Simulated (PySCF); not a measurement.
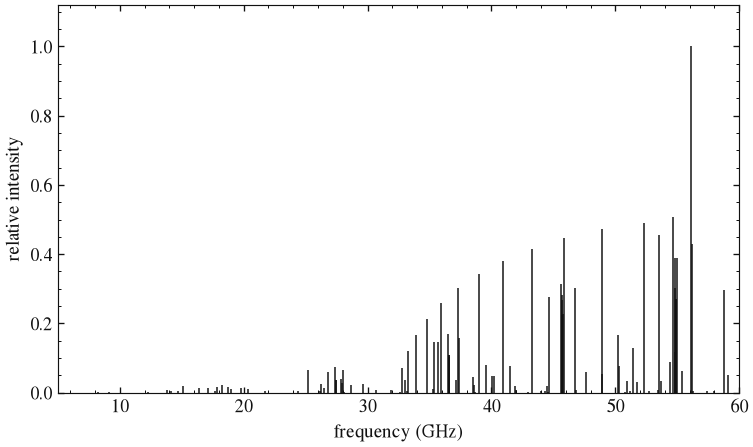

Simulated rotational absorption lines between 5 and 60 GHz at 40 K: rigid rotor with the equilibrium constants and dipole of one optimised conformer (PBE0-D3(BJ)/def2-SVP, PySCF 2.14.0), commonest isotopes; no centrifugal distortion, hyperfine structure, internal rotation or nuclear-spin weights; lines within 1 MHz of each other are summed.

Question: Which molecule gives this spectrum?
A. C₂H₂FN (fluoroacetonitrile), SMILES N#CCF
B. BSiN₂H₇, SMILES BN[SiH2]N
C. C₄H₅N ((Z)-2-butenenitrile), SMILES C/C=C\C#N

Answer: Option A. Rotational constants A, B, C = 37.18, 4.784, 4.356 GHz, |μa|, |μb|, |μc| = 2.05, 2.37, 0.00 D.

Caveats: coarse grid, loose stop and no frequency check, small forces are noise and the end may be a saddle.
